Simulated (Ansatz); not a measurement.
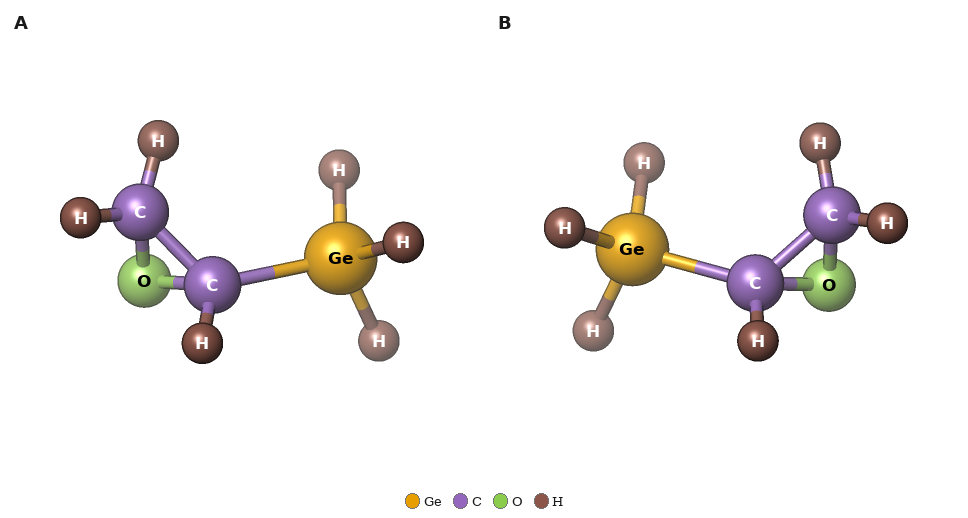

Depth is shown by fading: the farther an atom, the more it takes the colour of the background. The geometry was computed by an optimisation with PBE-D4/def2-SVP. No frequency run is at hand to confirm it as a minimum.

Question: Are A and B the same structure? If not, how do they differ?

Answer: No. They are enantiomers, mirror images that no rotation superimposes: A is [GeH3][C@H]1CO1 (), B is [GeH3][C@@H]1CO1 (). Their energies are equal.
